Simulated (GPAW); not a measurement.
# Mg2H2O3 (P-3m1): G0W0 with GPAW, start to end, part 2 of 2

How does a plane-wave GW calculation on Mg2H2O3 (P-3m1) run from the first input to the gap?

GPAW 26.7.0; LDA and many-body steps on it, plane waves. Known limits of the many-body steps: not at the basis limit; coarse k mesh.

So far. Step 3 (Bands along the symmetry lines): The gap is 3.470 eV, as in the run before at this level. Step 4 (Empty states on the mesh, 3×3×2 mesh, 154 bands): On this mesh the gap is 3.470 eV.

## 5. Screening and self-energy, 3×3×2 mesh, 144 bands, screening to 100 eV

G0W0 replaces the xc potential by the self-energy, built once from these orbitals. Only a window of levels is corrected, while the sums run over the empty bands that the input names.

This step: G0W0 on LDA, plane waves, PAW.

The input, run.py:

```python
import json
import numpy as np
from gpaw.mpi import world
from gpaw.response.g0w0 import G0W0

gw = G0W0('full.gpw',
    filename='gw',
    kpts=[0],
    bands=(18, 22),
    ecut=100,
    nbands=144,
    integrate_gamma='WS',
    ppa=True)
gw.calculate()
res = {mode: {k: v for k, v in r.items() if k != 'sigma_eskwn'}
       for mode, r in gw.all_results.items()}

if world.rank == 0:
    with open('result.json', 'w') as f:
        json.dump(res, f, default=lambda x: x.tolist())
```

Run with:

```bash
> mpirun -n 4 gpaw python run.py
```

Numbers of over 12 decimals in the logs are rounded to 6 here.

What it wrote:

```text
Using integrator: PointIntegrator
FrequencyGridDescriptor(from 0.000+0.000j to 0.000+27.211j eV, 2 points)
Nonperiodic BCs:  [False False False]
Using integrator: PointIntegrator
FrequencyGridDescriptor(from 0.000+0.000j to 0.000+27.211j eV, 2 points)
Nonperiodic BCs:  [False False False]
  ___  _ _ _
 |   || | | |
 | | || | | |
 |__ ||_____|
 |___|

BZ k-points: Symmetries present (total): 12

  [... matrices ...]
18 k-points: 3 x 3 x 2 Monkhorst-Pack grid + [0.000000,0.000000,1/4]
6 k-points in the irreducible part of the Brillouin zone
       k-points in crystal coordinates                weights
   0:     0.00000000    0.00000000    0.00000000          1/18
   1:     0.00000000    0.00000000    0.50000000          1/18
   2:     0.33333333    0.00000000    0.00000000          6/18
   3:     0.33333333    0.00000000    0.50000000          6/18
   4:     0.33333333    0.33333333    0.00000000          2/18
   5:     0.33333333    0.33333333    0.50000000          2/18

Distributing spins, k-points and bands (1 x 1 x 4) over 4 processes
Number of blocks: 1

Quasi particle states:
k-points (IBZ indices): [0]
Band range: (18, 22)
  [... matrices ...]
Computational parameters:
Plane wave cut-off: 100 eV
Number of bands: 144
Coulomb cutoff: None
Broadening: 0.1 eV

fxc modes: GW
Kernel: RPA
Using Godby-Needs plasmon-pole approximation:
  Fitting energy: i*E0, E0 = 1.000 Hartree
Summing all q:

Calculating screened Coulomb potential
No Coulomb truncation
FrequencyGridDescriptor(from 0.000+0.000j to 0.000+27.211j eV, 2 points)
Removing empty qpoint cache files...

Calculating chi0 body with:
    Ground state adapter containing:
    Number of spins: 1
    Number of kpoints: 18
    Number of irreducible kpoints: 6
    Number of completely occupied states: 20
    Number of partially occupied states: 20
    Occupied states memory: 4.449462890625 M / cpu

    Linear response parametrization:
    q_c: [0.0, 0.0, 0.0]
    Number of frequency points: 2
    Planewave cutoff: 100.0
    Number of bands: 144
    Number of planewaves: 151
    Broadening (eta): 1e-06
    comm.size: 4
    kncomm.size: 4
    blockcomm.size: 1

    Memory estimate of potentially large arrays:
        chi0_wGG: 0.695831 M / cpu
Integrating chi0 body.

Symmetries of q_c:
    Direct symmetries (Uq -> q): 12
    Indirect symmetries (TUq -> q): 0
In total 12 allowed symmetries.

  [... matrices ...]
6 groups of equivalent kpoints. 66.666667% reduction.

Integral kind: response function
Integrating chi0 head and wings.

Symmetries of q_c:
    Direct symmetries (Uq -> q): 12
    Indirect symmetries (TUq -> q): 0
In total 12 allowed symmetries.

  [... matrices ...]
6 groups of equivalent kpoints. 66.666667% reduction.

Integral kind: response function wings

Calculating chi0 body with:
    Ground state adapter containing:
    Number of spins: 1
    Number of kpoints: 18
    Number of irreducible kpoints: 6
    Number of completely occupied states: 20
    Number of partially occupied states: 20
    Occupied states memory: 4.449462890625 M / cpu

[... the further q-points ...]

Results:
f:      Occupation numbers
eps:     KS-eigenvalues [eV]
vxc:     KS vxc [eV]
exx:     Exact exchange [eV]
sigma:   Self-energies [eV]
dsigma:  Self-energy derivatives
Z:       Renormalization factors
qp:      QP-energies [eV]

k-point 0 (0): (0.000, 0.000, 0.000)                GW
band       f     eps     vxc     exx   sigma  dsigma       Z      qp
                                                                   GW
  18   1.000   1.774 -20.857 -26.386   4.183  -0.255   0.797   0.701
  19   1.000   1.774 -20.857 -26.386   4.183  -0.255   0.797   0.701
  20   0.000   5.244 -12.866  -7.899  -3.229  -0.170   0.855   6.730
  21   0.000   8.257 -14.137  -8.447  -3.621  -0.183   0.845  10.006
```

Wall time 25 s (4 MPI ranks of Intel Xeon Platinum 8259CL at 2.50GHz (Skylake/Cascade Lake), shared host); peak memory 1.2 GiB; 99 s of CPU time.

This step gave:

| Item | Value |
| --- | --- |
| G0W0 gap on the points computed | 6.028 eV |
| least direct G0W0 gap on the computed points | 6.028 eV |
| Z at the valence top | 0.7968 |
| Z at the conduction bottom | 0.8548 |
| starting gap on the mesh | 3.470 eV |
| k of the valence top | 0, 0, 0 |
| k of the conduction bottom | 0, 0, 0 |

The gap on the mesh goes from 3.47 eV to 6.03 eV, a correction of +2.56 eV.

Limits: finite bands, cutoff and mesh; coarse k mesh. v1 is the top filled band, c1 the lowest empty one. The levels before and after the correction (eV, zero at the valence-band top of each column):

|  | conduction bottom | valence top |
| --- | --- | --- |
| Kohn-Sham | 3.47 | 0.00 |
| G0W0 | 6.03 | 0.00 |

|  | level | energy (eV) |
| --- | --- | --- |
| Kohn-Sham | Γ v2-v1 | 0.000 |
| Kohn-Sham | Γ c1 | 3.470 |
| Kohn-Sham | Γ c2 | 6.483 |
| G0W0 | Γ v2-v1 | 0.000 |
| G0W0 | Γ c1 | 6.028 |
| G0W0 | Γ c2 | 9.305 |

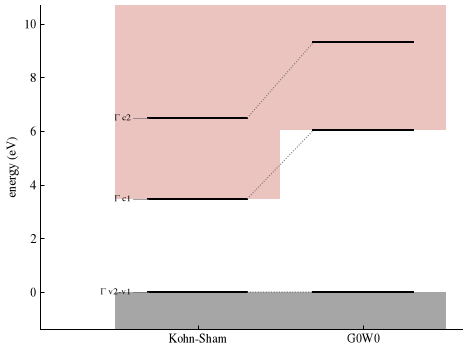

Levels before and after the correction. Shaded: valence and conduction bands.

## 6. Where the time went

Times are wall times on 4 MPI ranks of Intel Xeon Platinum 8259CL at 2.50GHz (Skylake/Cascade Lake), shared host, good to a factor of about two.

| step | time | share | memory (GiB) |
| --- | --- | --- | --- |
| ground state | 19 s | 22 % | 0.78 |
| bands along the symmetry lines | 22 s | 25 % | 0.88 |
| empty states on the mesh | 21 s | 24 % | 1.9 |
| screening and self-energy | 25 s | 29 % | 1.2 |

## 7. What came out

| Quantity | Value |
| --- | --- |
| LDA gap | 3.47 eV, direct |
| G0W0 gap on the mesh | 6.03 eV |
| GW settings | 3×3×2 mesh, 144 bands, screening to 100 eV, Godby-Needs plasmon pole |
| known limits | not at the basis limit; coarse k mesh |

**Reading.** G0W0 moves the gap on the mesh from 3.47 eV to 6.03 eV (+2.56 eV), with Z of 0.80 and 0.85 at the edges. Only 1 of the mesh's irreducible points was corrected, so a valley elsewhere could overtake. Bands and cutoff are finite, so the gap is not at the basis limit. The miss can reach some tenths of an eV and take either sign; the mesh is an error of its own. These stock PAW sets were not made for GW. In the G0W0 run levels were corrected at 1 k point alone, so a gap called «on the mesh» is the least over those, and an edge elsewhere would be missed. The 3×3×2 mesh is coarse for this cell, which bears on the long-range parts of exchange and screening.

[Paths, hosts, dates, memory and timing lines, banners, echoed tables and standing remarks are left out of the program output.]

[Logs are printed without paths, hosts, clocks, repeated set-up lines and the standing remarks that a program may print on its own settings, such as how far it seeks lower states.]

[Runs of the session that timed out or met a known fault of the program may be left out.]

[Hosts, paths, dates, database ids (printed as entryN), source tags and the programs' standing remarks are cut or masked in the printed files.]
